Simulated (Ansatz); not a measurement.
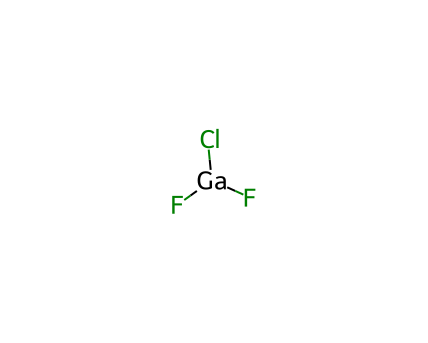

The drawing above gives the connectivity. The computed structure is the end point of a PBE0-D4/def2-TZVP optimisation.

What does the molecule look like in three dimensions?

It has 4 atoms: 1 gallium, 1 chlorine and 2 fluorine (GaClF2). As SMILES it reads `[F][Ga]([F])[Cl]`. The point group is C2v. All atoms lie on one plane. Coordination: 1 Ga trigonal planar.

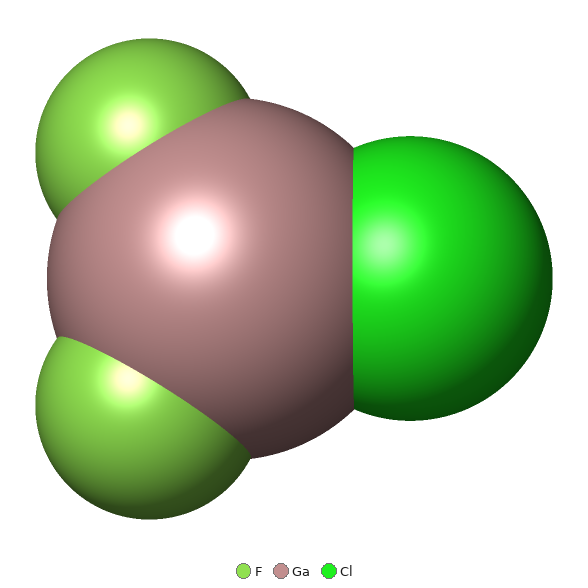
